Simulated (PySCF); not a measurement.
# One shape, several levels: C5H10 (SMILES C=CCCC)

We compute a comparison of 6 runs (B3LYP/6-31G*, CAM-B3LYP/6-31G*, PBE0/6-31G*, r2SCAN/6-31G*, revPBE/6-31G*, CCSD(T)/6-31G*) of C5H10. Input form: a Python script.

The results are computed with PySCF 2.14.0.

2 further runs of the same task are left out: 2 set aside as unsound or not needed.

## Step 1: The molecule

C5H10: 15 atoms, total charge 0, spin state singlet. As SMILES, `C=CCCC`. The shape is that of a PBE0-D4/def2-TZVP optimisation. This is one conformer, not always the lowest.

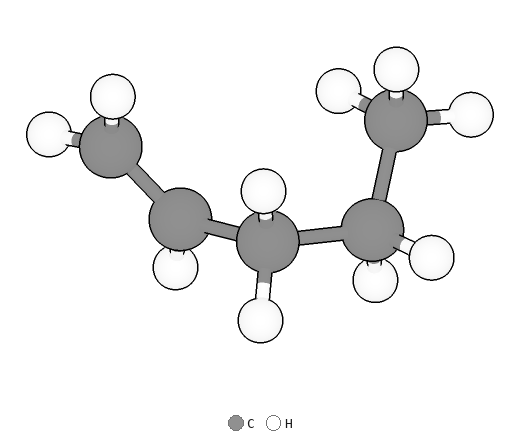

Viewed from a chosen angle; carbon grey, hydrogen white.

## Step 2: The energy at B3LYP/6-31G(d) (spherical functions) (run 1)

The input, input.py:

```python
from pyscf import gto, dft

mol = gto.M(
    atom=[
    ('C', (-0.465800, 1.494900, 1.641300)),
    ('C', (-0.106700, 0.249500, 1.363600)),
    ('C', (0.933300, -0.151100, 0.371600)),
    ('C', (0.382800, -1.036500, -0.747200)),
    ('C', (-0.616700, -0.321100, -1.638900)),
    ('H', (-1.232300, 1.716600, 2.374900)),
    ('H', (0.000400, 2.340800, 1.144800)),
    ('H', (-0.605200, -0.569000, 1.882700)),
    ('H', (1.728400, -0.698400, 0.892300)),
    ('H', (1.394800, 0.744600, -0.058300)),
    ('H', (1.219900, -1.402800, -1.349900)),
    ('H', (-0.084500, -1.923400, -0.303900)),
    ('H', (-0.157700, 0.545800, -2.123100)),
    ('H', (-1.472200, 0.041100, -1.064100)),
    ('H', (-0.992400, -0.981000, -2.424100)),
],
    basis='6-31g*',
    max_memory=1860,
    verbose=3,
)

calc0 = dft.RKS(mol)
calc0.xc = 'b3lyp'
calc0.grids.level = 5
calc0.conv_tol = 1e-10
calc0.kernel()
if not calc0.converged:
    calc0 = calc0.newton().run(calc0.mo_coeff, calc0.mo_occ)

e_final = calc0.e_tot
print('E = %.10f Eh' % e_final)
```

Command:

```console
$ OMP_NUM_THREADS=1 python input.py
```

Standard output:

```text
converged SCF energy = -196.530362969214
E = -196.5303629692 Eh
```

Run time: 33 s. Hardware: 1 thread of Intel Xeon at 2.70GHz, shared host; peak memory 0.46 GiB.

## Step 3: A single-point energy at CAM-B3LYP/6-31G(d) (spherical functions) (run 2)

The input, input.py:

```python
from pyscf import gto, dft

mol = gto.Mole()
mol.atom = '''
C   -0.465800   1.494900   1.641300
C   -0.106700   0.249500   1.363600
C    0.933300  -0.151100   0.371600
C    0.382800  -1.036500  -0.747200
C   -0.616700  -0.321100  -1.638900
H   -1.232300   1.716600   2.374900
H    0.000400   2.340800   1.144800
H   -0.605200  -0.569000   1.882700
H    1.728400  -0.698400   0.892300
H    1.394800   0.744600  -0.058300
H    1.219900  -1.402800  -1.349900
H   -0.084500  -1.923400  -0.303900
H   -0.157700   0.545800  -2.123100
H   -1.472200   0.041100  -1.064100
H   -0.992400  -0.981000  -2.424100
'''
mol.charge = 0
mol.max_memory = 1860
mol.basis = '6-31g*'
mol.verbose = 4
mol.spin = 0
mol.build()

ks = dft.RKS(mol)
ks.xc = 'cam-b3lyp'
ks.grids.level = 5
ks.conv_tol = 1e-10
ks.kernel()
if not ks.converged:
    ks = ks.newton().run(ks.mo_coeff, ks.mo_occ)

etot = ks.e_tot
print('Final energy', etot)
```

Command:

```console
$ OMP_NUM_THREADS=1 python input.py
```

Standard output:

```text
PySCF version 2.14.0

[... 83 lines left out ...]
converged SCF energy = -196.399247150437
Final energy -196.3992471504365
```

Run time: 43 s. Hardware: 1 thread of Intel Xeon at 2.70GHz, shared host; peak memory 0.47 GiB.

Runs 3 to 5 aren't shown in full; the table further down has their settings and results.

## Step 4: The energy at CCSD(T)/6-31G(d) (spherical functions) (run 6)

The input, input.py:

```python
from pyscf import gto, cc

mol = gto.M(
    atom='''
C   -0.465800   1.494900   1.641300
C   -0.106700   0.249500   1.363600
C    0.933300  -0.151100   0.371600
C    0.382800  -1.036500  -0.747200
C   -0.616700  -0.321100  -1.638900
H   -1.232300   1.716600   2.374900
H    0.000400   2.340800   1.144800
H   -0.605200  -0.569000   1.882700
H    1.728400  -0.698400   0.892300
H    1.394800   0.744600  -0.058300
H    1.219900  -1.402800  -1.349900
H   -0.084500  -1.923400  -0.303900
H   -0.157700   0.545800  -2.123100
H   -1.472200   0.041100  -1.064100
H   -0.992400  -0.981000  -2.424100
''',
    verbose=3,
    max_memory=1860,
    basis='6-31g*',
)

mf = mol.RHF()
mf.conv_tol = 1e-10
mf.kernel()
if not mf.converged:
    mf = mf.newton().run(mf.mo_coeff, mf.mo_occ)

mycc = cc.CCSD(mf, frozen=5)
mycc.kernel()
e_t = mycc.ccsd_t()
energy = mycc.e_tot + e_t
print('E = %.10f Eh' % energy)
```

Command:

```console
$ OMP_NUM_THREADS=1 python input.py
```

Standard output:

```text
converged SCF energy = -195.138746763999
E(CCSD) = -195.8423937347907  E_corr = -0.7036469707915751
CCSD(T) correction = -0.021780059538318
E = -195.8641737943 Eh
```

It took 44 s on 1 thread of Intel Xeon at 2.70GHz, shared host; peak memory 0.56 GiB.

## Step 5: Overview of the runs

```csv
run,level,integration grid,frozen core orbitals,energy (Eh),dipole moment (D) of the reference,HOMO energy (eV),LUMO energy (eV),wall time
1,B3LYP/6-31G* (spherical functions),5,–,-196.530363,0.33,-6.81,0.74,33 s
2,CAM-B3LYP/6-31G* (spherical functions),5,–,-196.399247,0.32,-8.40,2.21,43 s
3,PBE0/6-31G* (spherical functions),5,–,-196.277886,0.34,-7.09,0.93,29 s
4,r2SCAN/6-31G* (spherical functions),5,–,-196.388371,0.36,-6.16,0.04,56 s
5,revPBE/6-31G* (spherical functions),5,–,-196.459348,0.36,-5.84,-0.05,35 s
6,CCSD(T)/6-31G* (spherical functions),–,5,-195.864174,0.30,-9.64,5.05,44 s
```

## Step 6: Summary of results

```
                                          quantity          value
                               run 6: total energy  -195.86417 Eh
       run 6: dipole moment (Hartree–Fock density)         0.30 D
        run 6: HOMO energy (Hartree–Fock orbitals)       -9.64 eV
        run 6: LUMO energy (Hartree–Fock orbitals)        5.05 eV
      run 6: HOMO–LUMO gap (Hartree–Fock orbitals)       14.69 eV
run 6: correlation energy (5 core orbitals frozen)     -725.4 mEh
                             run 6: (T) correction     -21.78 mEh
                              run 6: T1 diagnostic          0.009
```

In words: Over runs 1, 2, 3, 4, 5 the dipole moment (its size) runs from 0.32 D (CAM-B3LYP/6-31G*) to 0.36 D (r2SCAN/6-31G*). Over runs 1, 2, 3, 4, 5 the HOMO–LUMO gap runs from 5.79 eV (revPBE/6-31G*) to 10.61 eV (CAM-B3LYP/6-31G*). Totals of different functionals can't be ranked against each other. All runs together took 4 min, the longest 56 s.
